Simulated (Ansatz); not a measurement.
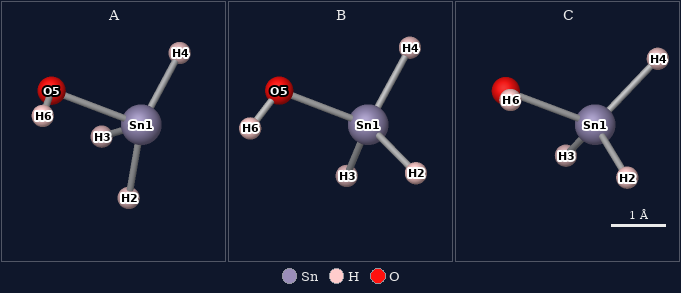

3 geometries from a converged minimum-energy path of SnH4O, shuffled. The picture is a ball-and-stick view, seen at a tilt.

These are results of Ansatz, RKS PBE0/def2-mTZVP, not measurements. Run with 5 movable images; climbing image; force threshold 0.03 eV/Å; iteration limit 60; starting path through a guess of the saddle point.

Which frame is the top of the path?

A. In order along the path, whose images run from 0 to 6: B (image 0, 0.0 kcal/mol), C (image 1, +2.6 kcal/mol), A (image 3, +55.2 kcal/mol). Breaking: Sn1–H2 (1.71 → 1.73 at the top → 3.01 Å), Sn1–H3 (1.71 → 1.94 at the top → 3.02 Å). Forming: H2–H3 (2.82 → 1.47 at the top → 0.75 Å).

The run took 3.9 min on 1 thread of Intel(R) Xeon(R) 6975P-C (Granite Rapids) (shared host), peak memory 0.15 GiB.
